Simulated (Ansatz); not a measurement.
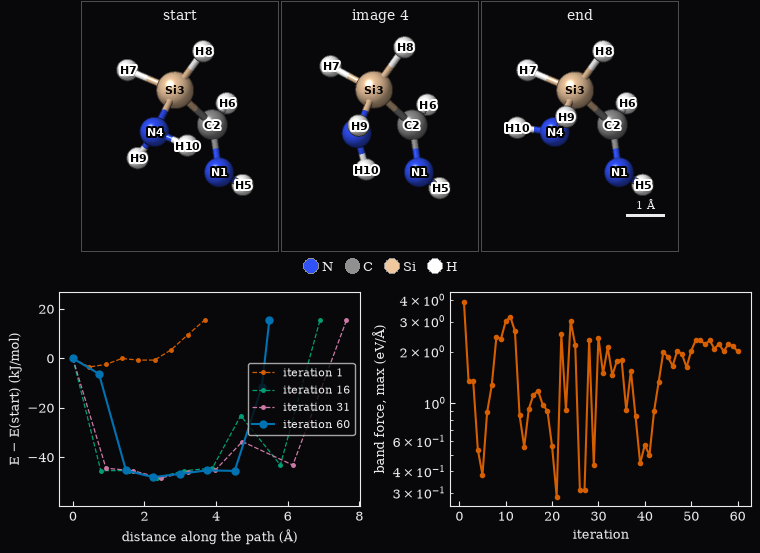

NEB run on CH₆N₂Si. Images are numbered from 0 (start) to 8 (end). The plot follows the band through its iterations. The picture is a ball-and-stick view, seen from a free direction.

Computed with RKS PBE/def2-SVPD in Ansatz 0.2.0. Run with 7 movable images; climbing image; force threshold 0.05 eV/Å; iteration limit 60; starting path by image-dependent pair potential; end points as typed, not relaxed.

Judge this run.

Answer. The result isn't final. The band hadn't converged when the run stopped after 60 iterations. The largest component of the band force went from 3.9 to 2 eV/Å. The end points weren't relaxed, so energies relative to them aren't barriers between minima. The first iteration put the highest image at 15.5 kJ/mol. There is no barrier: the inner images dip to −48.0 kJ/mol relative to the start, below both ends (the end lies at +15.5 kJ/mol), so the ends aren't minima along this motion.
